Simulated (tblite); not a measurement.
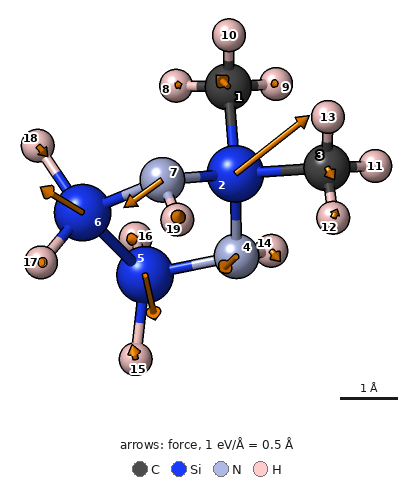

Starting geometry of C$_{2}$H$_{12}$N$_{2}$Si$_{3}$ (charge +1, multiplicity 2) with the computed forces as orange arrows. A ball-and-stick model, seen from a free direction.

Method: GFN2-xTB geometry optimisation, gas phase in tblite. 

### Is this structure relaxed? If not, where do the atoms go?

It isn't relaxed: the largest force vector, on Si2, is 3.39 eV/Å. The final displacements have little in common with the starting forces (cosine between the two patterns 0.13). After 120 geometry steps the energy has fallen by 123.1 kJ/mol. H19 moves most after the best rigid fit: 1.73 Å. Largest moves by element: H 1.73 Å, N 0.60 Å, C 0.51 Å, Si 0.33 Å. Among the contacts that change: Si2–Si5 2.777 → 3.129 Å, Si2–Si6 2.786 → 3.131 Å, Si5–Si6 2.323 → 2.501 Å, Si2–N4 1.711 → 1.780 Å. Bond angles that change, for instance: Si2–N4–Si5 108.0° → 128.3°, Si6–Si5–H15 116.0° → 104.8°, N4–Si2–N7 108.0° → 97.3°. Cost: 1.8 s on 1 thread of Arm Neoverse N1 (shared host).
